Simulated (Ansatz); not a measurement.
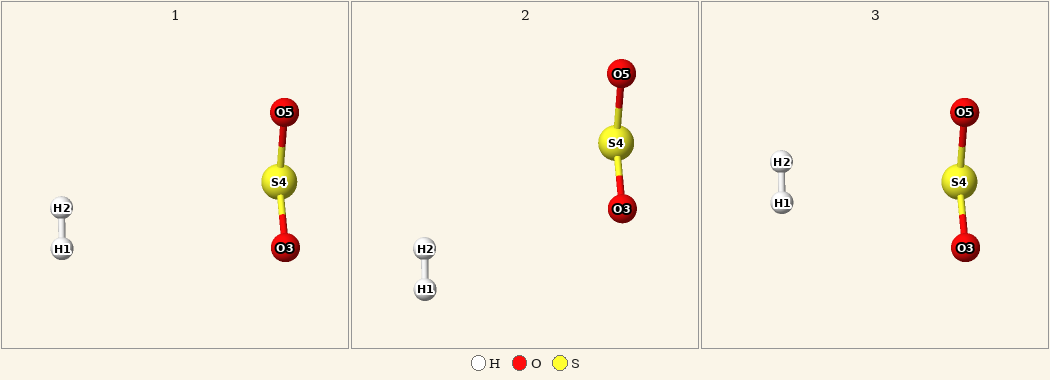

The pair H₂···O₂S. Coordinates scanned: (1) separation of S4 and H1 along their line in the relaxed pair; (2) sideways slip of H1, H2. Nothing is relaxed (both partners rigid). Grid: 9 × 9 points. Points are written as (first, second). Energies: cm⁻¹, counted from the lowest grid point. Computed with RKS PBE0-D4/def2-TZVPD in Ansatz.

The numbered pictures are structures from this grid.

Rank them by energy, lowest first.

3, at (3.294 Å, 0.00 Å): 0 cm⁻¹; 1, at (4.124 Å, −0.75 Å): 101 cm⁻¹; 2, at (3.823 Å, −2.25 Å): 150 cm⁻¹.

The map, with the structures marked:

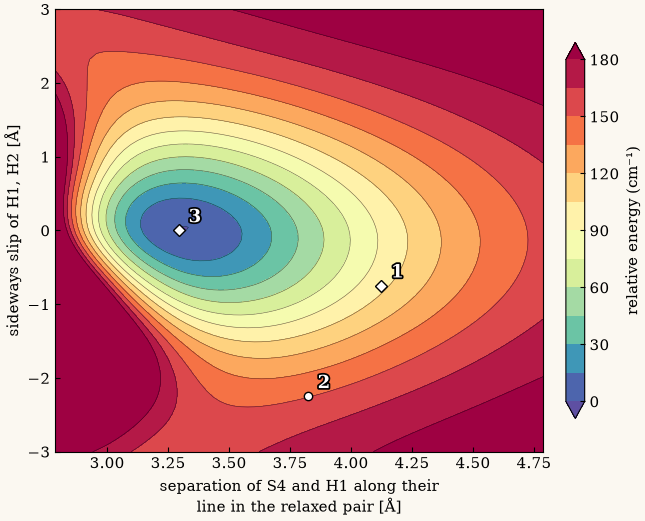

The picture shows filled contours, one colour for all values above the top of the scale. Between grid points the surface is interpolated.
